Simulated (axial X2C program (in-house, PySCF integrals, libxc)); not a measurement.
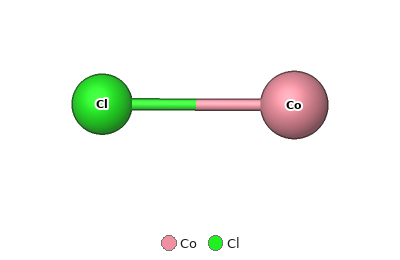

The molecule at the reference distance of 2.023 Å.

## Run report: CoCl⁺, relativistic diatomic calculation

CoCl⁺, single determinant with Ω = 7/2. Computed at this level: PBE50, two-component X2C with atomic mean-field Coulomb and Gaunt terms, Co dyall-cv3z, Cl dyall-av3z (cores contracted) (axial X2C program (in-house, PySCF integrals, libxc)).

Results in brief:

- outcome: converged
- bond length rₑ: 2.039 Å
- ωₑ: 495.1 cm⁻¹
- energy at the minimum: −1853.88681 hartree
- depth below the fragments: 2.84 eV
- hardware: 1 thread of Arm Neoverse V2, 24 GiB of memory available, shared host
- wall time: 7 s
- peak memory: 0.95 GiB

Input:
```
{"zs": [27, 17], "q": 1, "bas": ["dyall-cv3z", "dyall-av3z"], "levels": ["PBE0", "HF", "PBE50"], "cc": true, "r0": 2.1, "thr": -2.0, "nmax": 90, "npts": 10, "nst": 2, "ntry": 6}
```

The line is the task of a batch: nuclear charges, charge, bases, the levels to run, a first guess of the distance and further settings. This report covers PBE50 with spin-orbit coupling. The log is that of the reference distance 2.023 Å.

Launched within a batch (the task file carries these settings):
```bash
python <driver script> task.json out
```

The program's output:
```
two-component X2C + atomic mean field  PBE50
basis functions 170  fitting functions 906  grid points 5076
iter        total energy     max residual
   1      -1853.877083515     7.56e-02
   2      -1853.884723787     8.18e-03
   3      -1853.885060035     2.85e-02
   4      -1853.886557509     5.00e-03
   5      -1853.886647968     2.75e-03
   6      -1853.886710656     4.64e-04
   7      -1853.886715797     1.43e-04
   8      -1853.886716722     1.15e-04
   9      -1853.886716943     9.08e-05
  10      -1853.886717057     6.42e-05
  11      -1853.886717134     3.18e-05
  12      -1853.886717165     2.05e-05
  13      -1853.886717178     9.52e-06
  14      -1853.886717180     3.64e-06
converged
one-electron -2792.10108046  Coulomb 906.50133290  exact exchange -43.06743792  xc functional -44.81371107  nuclear repulsion 120.06541760  atomic mean-field constant -0.47123823
```

The points of the curve:

| R (Å) | E (hartree) | dipole (D; origin at the first atom, positive when the second is positive) | highest filled (eV) | lowest empty (eV) |
| --- | --- | --- | --- | --- |
| 1.760 | −1853.844143 | −1.54 | −16.70 | −8.60 |
| 1.841 | −1853.867828 | −1.83 | −16.84 | −8.81 |
| 1.902 | −1853.878481 | −2.05 | −16.74 | −8.96 |
| 1.962 | −1853.884443 | −2.25 | −16.54 | −9.11 |
| 2.023 | −1853.886717 | −2.45 | −16.34 | −9.26 |
| 2.094 | −1853.885787 | −2.67 | −16.11 | −9.42 |
| 2.165 | −1853.881965 | −2.88 | −15.85 | −9.58 |
| 2.256 | −1853.874080 | −3.11 | −15.57 | −9.77 |
| 2.367 | −1853.861604 | −3.33 | −15.28 | −9.98 |
| 2.529 | −1853.841200 | −3.39 | −15.03 | −10.24 |

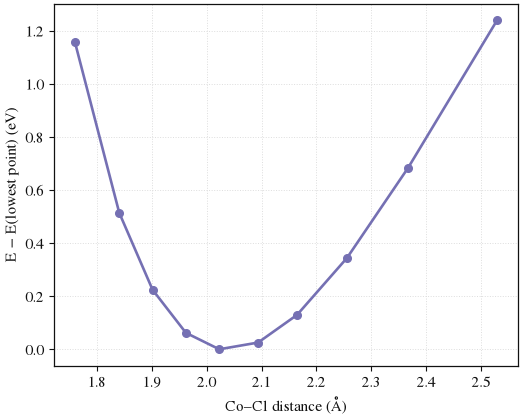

Energy at 10 bond lengths, for one set of occupations held fixed; the line joins the points. A polynomial of degree 6 through 9 points gives rₑ = 2.039 Å, ωₑ = 495.1 cm⁻¹, ωₑxₑ = 1.4 cm⁻¹ and Bₑ = 0.1848 cm⁻¹. The minimum lies 2.84 eV below Co⁺ + Cl, each computed as one determinant at the same level.

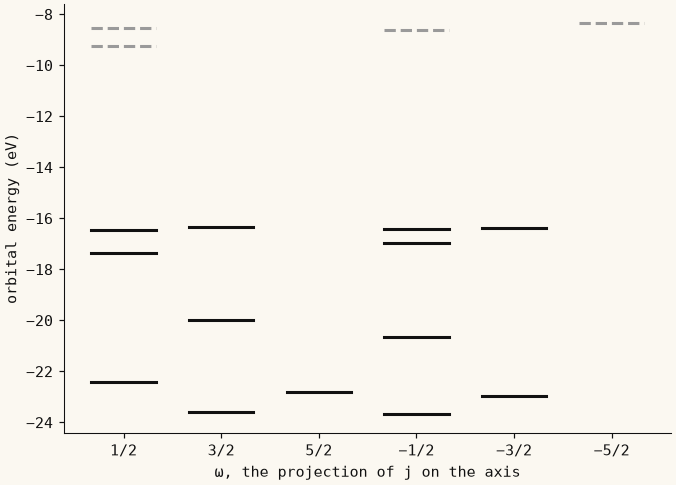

Orbital energies near the frontier at 2.02 Å, filled (solid) and empty (dashed). The highest filled spinor (3/2; 90 % Cl p, 5 % Co d) lies at −16.34 eV, the lowest empty one (1/2; 50 % Co s, 30 % Co p) at −9.26 eV.
